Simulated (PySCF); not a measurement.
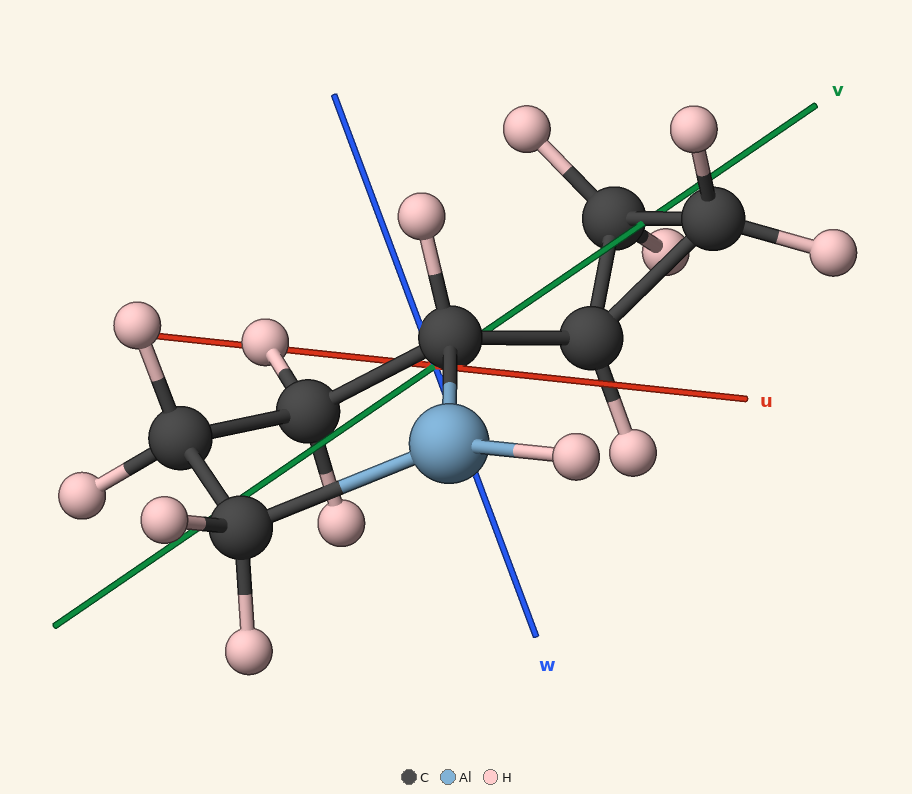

The lines u, v and w are the principal axes of the static dipole polarisability. The geometry was computed by an optimisation with PBE0-D3(BJ)/def2-SVP. No frequency run is at hand to confirm it as a minimum. Computed with B3LYP/def2-SVPD (PySCF 2.14.0).

Along which axis is the molecule most polarisable, and along which least?

Most along v, least along w.

Give the three principal values.

u 113.4, v 122.7, w 87.3 bohr³; mean 107.8, anisotropy 31.8 bohr³.
